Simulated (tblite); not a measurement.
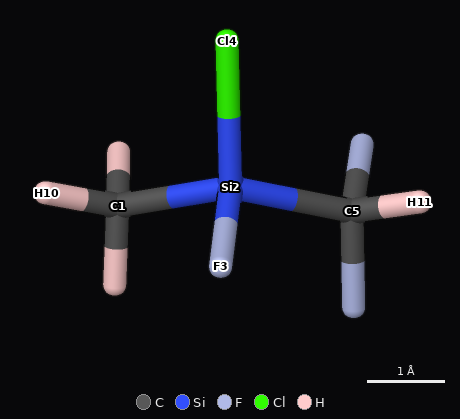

Starting structure of C₂H₄ClF₃Si. The picture is a stick view, seen from a free direction.

Level of theory: GFN2-xTB geometry optimisation, gas phase in tblite 0.8.0.

```xyz
11

C    -1.3641   -0.7175    0.2391
Si   -0.1529    0.6733    0.1182
F    -0.1388    1.4342    1.5449
Cl   -0.8137    2.0128   -1.3008
C     1.5488    0.0942   -0.2699
F     1.9757   -0.8123    0.6406
F     1.5616   -0.5542   -1.4769
H    -1.0752   -1.4291    1.0160
H    -1.4426   -1.2589   -0.7072
H    -2.3742   -0.3426    0.4970
H     2.2808    0.9028   -0.3269
```

### Where does the relaxation end?

After 58 geometry steps the energy has fallen by 0.209 eV. F7 moves most after the best rigid fit: 0.32 Å. By element the largest moves are F 0.32 Å, H 0.25 Å, Si 0.14 Å, Cl 0.09 Å, C 0.09 Å. Among the contacts that change: Si2–C5 1.839 → 1.943 Å, Si2–Cl4 2.060 → 1.994 Å, C1–Si2 1.848 → 1.886 Å, C1–H10 1.108 → 1.087 Å. Bond angles that change, for instance: C1–Si2–Cl4 108.9° → 116.8°, F3–Si2–C5 109.0° → 101.9°. Cost: 0.94 s on 1 thread of Intel(R) Xeon(R) Processor @ 2.70GHz, on a shared host.

History of the run:

| step | E − E(0), eV |
| --- | --- |
| 0 | 0.0000 |
| 1 | -0.1212 |
| 2 | -0.1546 |
| 3 | -0.1642 |
| 4 | -0.1743 |
| 5 | -0.1827 |
| 6 | -0.1885 |
| 7 | -0.1927 |
| 8 | -0.1960 |
| 9 | -0.1986 |
| 10 | -0.2000 |
| 13 | -0.2022 |
| 15 | -0.2037 |
| 18 | -0.2048 |
| 20 | -0.2051 |
| 23 | -0.2053 |
| 25 | -0.2056 |
| 28 | -0.2058 |
| 30 | -0.2058 |
| 33 | -0.2059 |
| 35 | -0.2060 |
| 38 | -0.2062 |
| 40 | -0.2064 |
| 43 | -0.2071 |
| 45 | -0.2075 |
| 48 | -0.2082 |
| 50 | -0.2087 |
| 53 | -0.2092 |
| 55 | -0.2093 |
| 58 | -0.2093 |

The structure at the end:

```xyz
11

C    -1.4195   -0.7527    0.2944
Si   -0.2520    0.7044    0.0310
F    -0.0948    1.5198    1.4189
Cl   -0.7611    2.0228   -1.3749
C     1.5675    0.1024   -0.2864
F     1.8653   -0.9770    0.4888
F     1.7457   -0.3085   -1.5725
H    -1.0502   -1.4053    1.0825
H    -1.5252   -1.3519   -0.6064
H    -2.4106   -0.4107    0.5829
H     2.3403    0.8595   -0.0843
```

After the run, drawn alike:

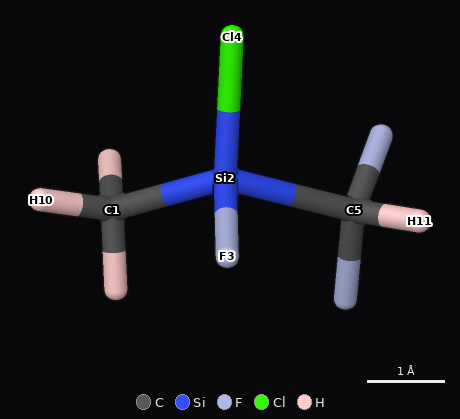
